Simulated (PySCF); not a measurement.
**Excited-state calculation of C3H6P2**

The run: excited-state calculation of C3H6P2. Method and program: TDDFT B3LYP/def2-SVPD, vertical, gas phase, core orbitals frozen in the response (PySCF 2.14.0).

The geometry comes from this level: PBE0-D3(BJ)/def2-SVP.

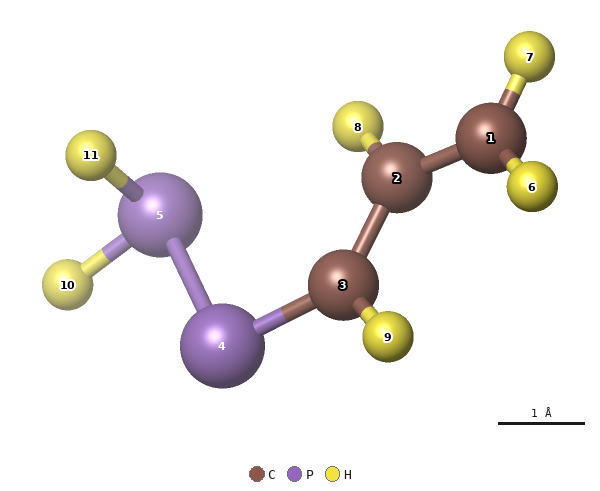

**Figure 1.** The structure as given in the input (ball-and-stick view, seen at a tilt; atoms are numbered from 1 in the order of the input). Bond lengths as drawn: C–C 1.34 to 1.44 Å, C–H 1.09 to 1.10 Å, C–P 1.69 Å, H–P 1.43 Å and P–P 2.23 Å.

**The input**
```
{"job": {"kind": "uv", "xc": "B3LYP", "basis": "def2-SVPD", "ip": true, "dynamic": true}, "charge": 0, "multiplicity": 1}
C     -2.180088     0.369964     0.144959
C     -0.850148     0.198208     0.041817
C     -0.238207    -0.968022    -0.548902
P      1.378196    -1.338100    -0.859179
P      2.416669     0.491816    -0.106843
H     -2.882454    -0.379005    -0.234039
H     -2.603783     1.264313     0.607756
H     -0.179418     0.974539     0.429687
H     -0.937818    -1.755847    -0.865593
H      3.714060    -0.057141    -0.337801
H      2.398792     1.174244    -1.364482
```

The first line tells a small driver script what to run in PySCF; the rest is the geometry in Å.

Hardware: 1 CPU thread, shared host.

Run as:
```bash
OMP_NUM_THREADS=1 python <driver script> task.json out
```

**What the program printed**
```
coarse grid: 10232 points
cycle   1  E = -800.2095333308  dE =  2.913e-01  |g| = 3.143e-01  |ddm| = 5.142e+00
cycle   2  E = -800.1421445668  dE =  6.739e-02  |g| = 5.403e-01  |ddm| = 1.276e+00
cycle   3  E = -800.2347415047  dE = -9.260e-02  |g| = 1.095e-01  |ddm| = 8.996e-01
cycle   4  E = -800.2391407519  dE = -4.399e-03  |g| = 2.341e-02  |ddm| = 2.619e-01
cycle   5  E = -800.2392966323  dE = -1.559e-04  |g| = 8.077e-03  |ddm| = 5.464e-02
cycle   6  E = -800.2393175428  dE = -2.091e-05  |g| = 2.855e-03  |ddm| = 2.026e-02
cycle   7  E = -800.2393198401  dE = -2.297e-06  |g| = 9.987e-04  |ddm| = 4.926e-03
final grid: 89712 points
cycle   8  E = -800.3377834196  dE = -1.881e-05  |g| = 3.543e-03  |ddm| = 8.430e-02
cycle   9  E = -800.3377779259  dE =  5.494e-06  |g| = 5.449e-03  |ddm| = 1.247e-02
cycle  10  E = -800.3377864302  dE = -8.504e-06  |g| = 1.260e-03  |ddm| = 8.201e-03
cycle  11  E = -800.3377870234  dE = -5.932e-07  |g| = 1.990e-04  |ddm| = 2.458e-03
cycle  12  E = -800.3377870312  dE = -7.770e-09  |g| = 1.082e-04  |ddm| = 4.179e-04
cycle  13  E = -800.3377870341  dE = -2.964e-09  |g| = 3.664e-05  |ddm| = 2.085e-04
cycle  14  E = -800.3377870346  dE = -4.802e-10  |g| = 5.915e-06  |ddm| = 8.073e-05
```

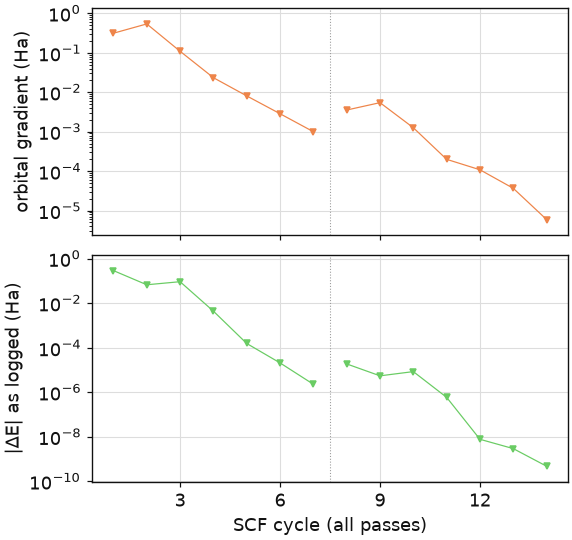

**Figure 2.** Convergence of the self-consistent field: orbital gradient and size of the energy change against the SCF cycle. The dotted line marks the change from a coarse to the final integration grid. The first 7 cycles use a coarse grid, the final grid takes over at cycle 8, and the field converges after 14 cycles in all.

```
converged SCF energy = -800.3377870346

Static polarisability (au): isotropic 102.816, principal 63.199 94.284 150.966

Singlet excitations
state   eV       nm        f      main configurations
  1   3.4023    364.4   0.02406   H-1->L 0.53, H->L 0.47
  2   4.3896    282.4   0.44235   H->L 0.50, H-1->L 0.44
  3   5.3282    232.7   0.03689   H->L+1 0.58, H-2->L 0.36
  4   5.3824    230.4   0.02679   H-2->L 0.52, H->L+1 0.33
  5   5.7145    217.0   0.03846   H->L+2 0.57, H-3->L 0.22, H-1->L+1 0.09
  6   5.8382    212.4   0.00644   H-4->L 0.66, H->L+2 0.16
  7   5.9607    208.0   0.00970   H->L+3 0.87, H-4->L 0.10
  8   6.0919    203.5   0.00272   H-1->L+2 0.49, H-3->L 0.23, H->L+5 0.11
  9   6.1984    200.0   0.18863   H-1->L+1 0.55, H-1->L+2 0.16, H-3->L 0.12
 10   6.3151    196.3   0.07115   H->L+4 0.32, H-1->L+2 0.23, H->L+5 0.15

Triplet excitations (Tamm-Dancoff, eV): 2.1258 2.9836 4.4380 4.6400
Vertical ionisation energy (delta-SCF) = 8.3730 eV
Vertical electron affinity (delta-SCF) = 0.5428 eV
```

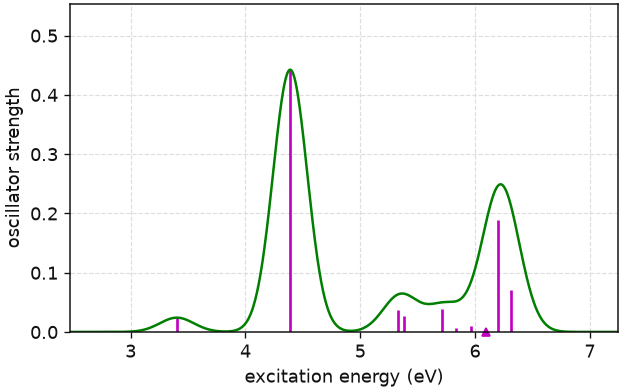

**Figure 3.** Computed excitations as sticks (degenerate states added up, dark ones marked on the axis), with a Gaussian envelope of 0.35 eV full width at half maximum, scaled to the tallest. Of the 10 states the lowest lies at 3.40 eV (f = 0.024); the strongest line is at 4.39 eV, or 282 nm (f = 0.442).

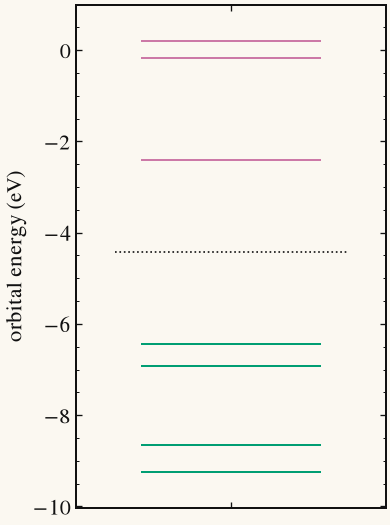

**Figure 4.** Orbital energies near the frontier; the dotted line parts filled from empty levels, and levels within 0.02 eV of each other stand side by side. Highest filled −6.44 eV, lowest empty −2.42 eV, 4.02 eV apart.

**Key numbers**

```tsv
quantity	value
outcome	converged
total energy	−800.337787 hartree
HOMO	−6.44 eV
LUMO	−2.42 eV
dipole moment	1.07 D
mean polarisability	102.82 a.u.
vertical ionisation energy	8.37 eV
vertical electron affinity	0.54 eV
lowest singlet excitation	3.40 eV
wall time	67 s
peak memory	0.76 GiB
```
